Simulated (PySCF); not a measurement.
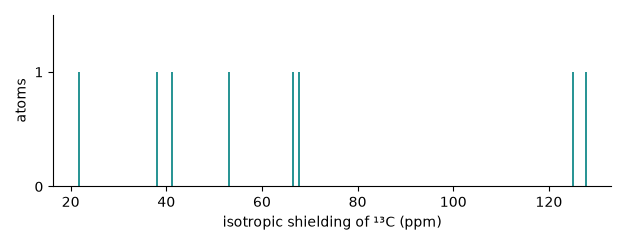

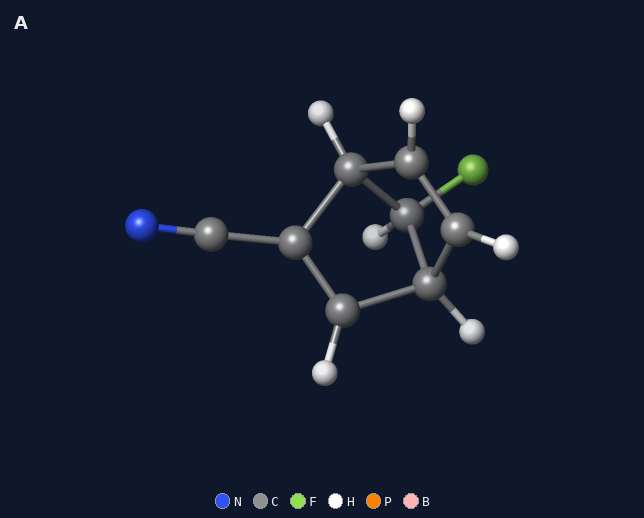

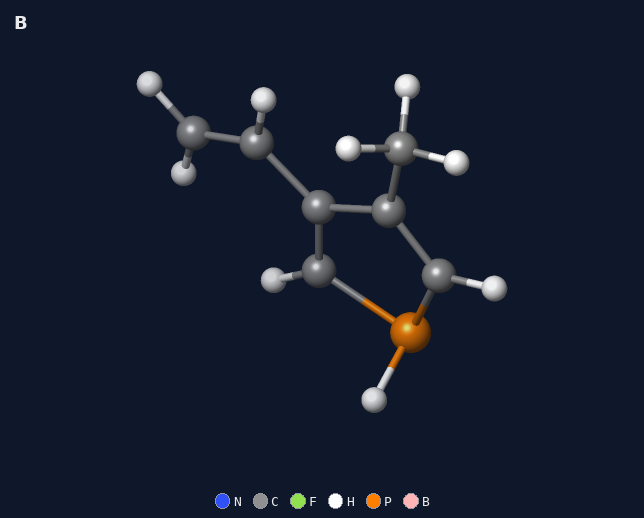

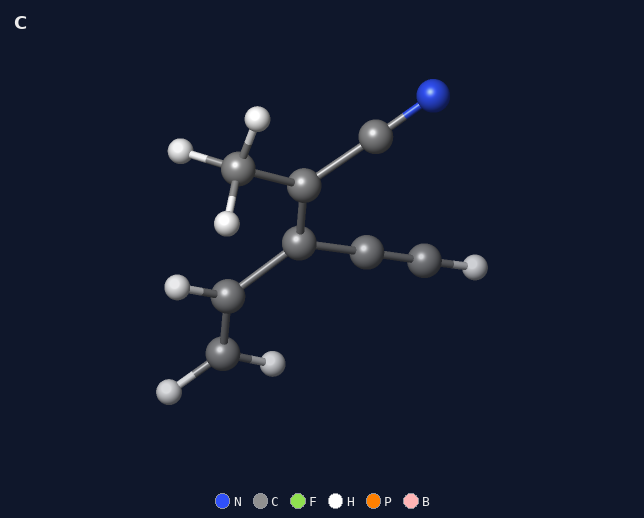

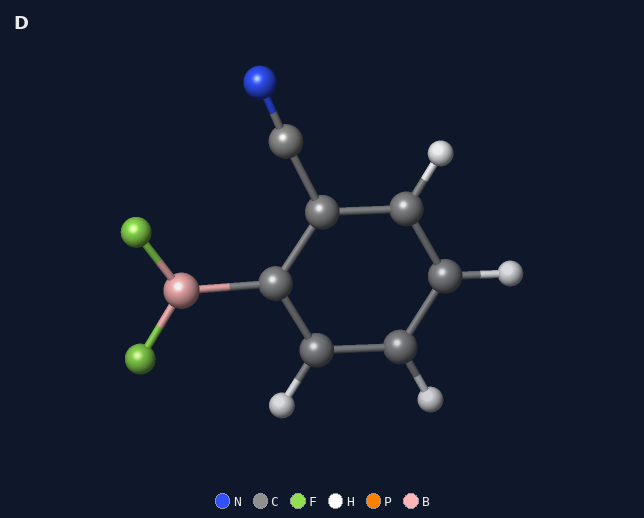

The sticks are computed shieldings of one of the molecules, for one fixed geometry (GFN2-xTB) without averaging over rotations. Low shielding means a high chemical shift. Method: GIAO PBE0/pcSseg-1 NMR shielding, non-relativistic, gas phase (PySCF 2.14.0).

Which molecule gives this pattern?

Answer. A, `N#CC1=C[C@@H]2C=C[C@H]1[C@H]2F`. Its 8 C atoms give lines at 21.6, 38.0, 41.2, 53.1, 66.5, 67.8, 125.0, 127.7 ppm.

The geometry is semi-empirical. Around B, P such bond lengths and angles can be off by a tenth of an ångström or more and by several degrees, and values that hang on the shape move with them.
